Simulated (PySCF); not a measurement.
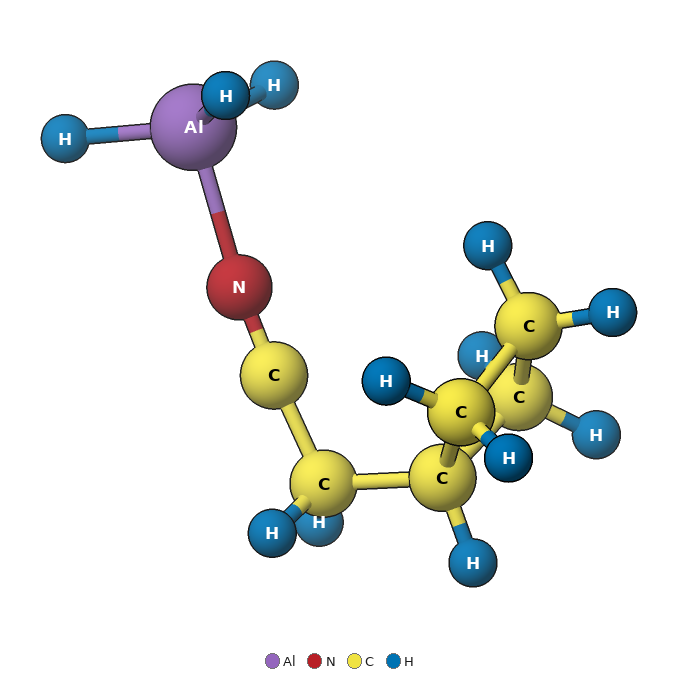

The geometry was computed by an optimisation with PBE0-D3(BJ)/def2-SVP. No frequency run is at hand to confirm it as a minimum. Program: PySCF 2.14.0.

Tabulate dipole (D), HOMO–LUMO gap (eV) at these levels: CAM-B3LYP/def2-SVPD; CAM-B3LYP/def2-SVPD in chloroform (IEF-PCM); CAM-B3LYP/def2-SVPD in dimethylsulfoxide (IEF-PCM); PBE0/pcSseg-1 in chloroform (IEF-PCM); PBE0/pcSseg-1 in dimethylsulfoxide (IEF-PCM).

| level | dipole (D) | HOMO–LUMO gap (eV) |
| --- | --- | --- |
| CAM-B3LYP/def2-SVPD | 8.52 | 8.64 |
| CAM-B3LYP/def2-SVPD in chloroform (IEF-PCM) | 9.91 | 9.65 |
| CAM-B3LYP/def2-SVPD in dimethylsulfoxide (IEF-PCM) | 10.43 | 9.97 |
| PBE0/pcSseg-1 in chloroform (IEF-PCM) | 9.83 | 7.20 |
| PBE0/pcSseg-1 in dimethylsulfoxide (IEF-PCM) | 10.32 | 7.52 |
